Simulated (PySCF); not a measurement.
SMILES CCc1ccc(C)s1 (C7H10S), singlet at its GFN2-xTB optimised geometry (Å):

```
18

C      3.3810    -0.4267     1.3574
C      2.8218     0.0036     0.0000
C      1.3315     0.0036     0.0000
C      0.4795     1.0596     0.0000
C     -0.8848     0.6823     0.0331
C     -1.0715    -0.6612     0.0622
C     -2.3475    -1.4242     0.1018
S      0.4526    -1.4958     0.0472
H      3.0477    -1.4338     1.5982
H      4.4681    -0.4143     1.3401
H      3.0369     0.2470     2.1391
H      3.1710     1.0105    -0.2401
H      3.1901    -0.6787    -0.7707
H      0.8095     2.0834    -0.0271
H     -1.6951     1.3902     0.0353
H     -2.4004    -2.0422     0.9982
H     -2.4297    -2.0834    -0.7625
H     -3.1901    -0.7363     0.0998
```

Level of theory: PBE/def2-SVP in PySCF. Cells within 0.4 Å of a nucleus heavier than hydrogen are left out (blank, or x).

Map of the HOMO amplitude (bohr^(-3/2)) on the plane z = 0.0 Å; orbital energy -5.13 eV, overall sign arbitrary:

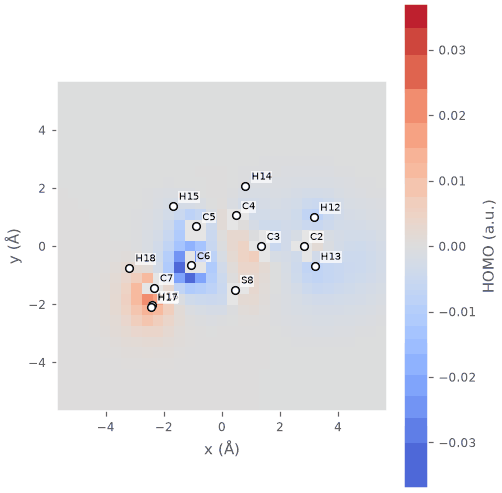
HOMO amplitude (bohr^(-3/2)) on the plane z = 0.0 Å.
